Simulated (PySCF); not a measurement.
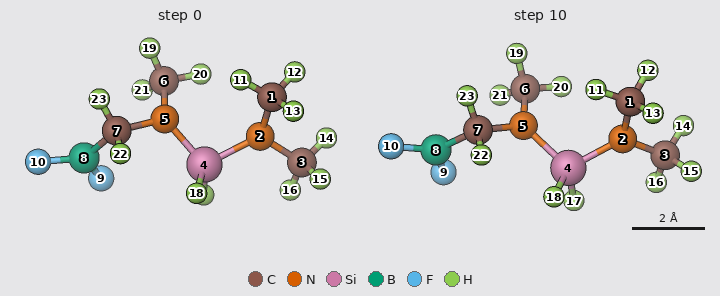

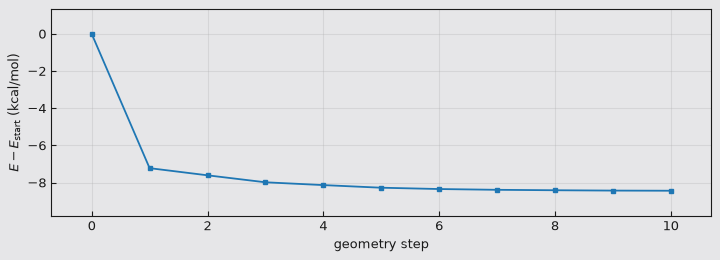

First and last geometry of a relaxation of C₄H₁₃BF₂N₂Si, with the history of the run. The picture is a ball-and-stick view, seen at a tilt.

The start comes from GFN2-xTB. Its atoms were then displaced at random by about 0.01 Å.

Level of theory: PBE0-D3(BJ)/def2-SVP geometry optimisation, gas phase in PySCF. 

Question: Read the history and describe the run.

Answer: It converged. The largest move after the best rigid fit is that of F10, 0.61 Å. By element the largest moves are F 0.61 Å, H 0.52 Å, C 0.36 Å, B 0.35 Å, N 0.31 Å, Si 0.14 Å. Near-neighbour distances that change, for instance: C1–H13 1.154 → 1.109 Å, Si4–H17 1.455 → 1.498 Å, Si4–N5 1.700 → 1.734 Å, C1–H11 1.071 → 1.101 Å. Bond angles that change, for instance: Si4–N5–C7 117.3° → 123.5°, N2–Si4–N5 104.4° → 108.8°, H14–C3–H16 111.1° → 107.6°. After 10 geometry steps the energy has fallen by 8.44 kcal/mol.
